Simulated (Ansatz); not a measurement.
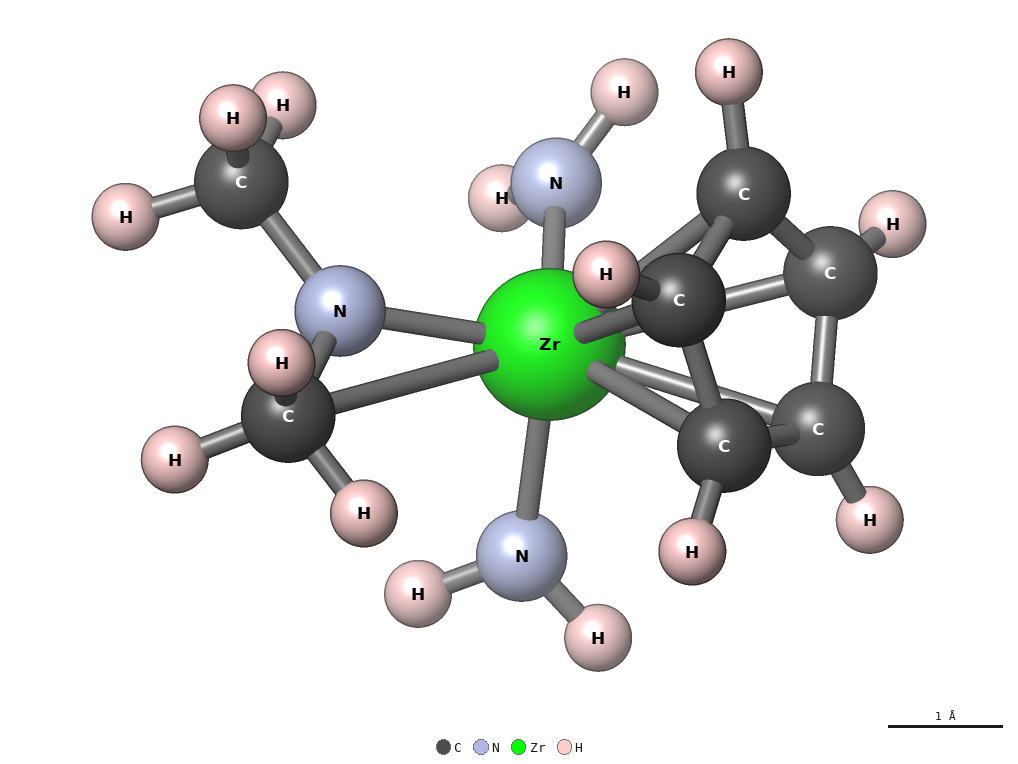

Atoms fade into the background with distance from the viewer. The species is neutral and a spin singlet. The geometry was computed by an optimisation with PBE0-D4/def2-TZVP. No frequency run is at hand to confirm it as a minimum. Masses are those of the most abundant isotopes; constants are for the rigid equilibrium geometry.

**What kind of rotor is it, and what are its rotational constants in MHz?**

An asymmetric top (C1): A = 1201, B = 736, C = 699 MHz. Ray's parameter κ is −0.85, close to the prolate limit.
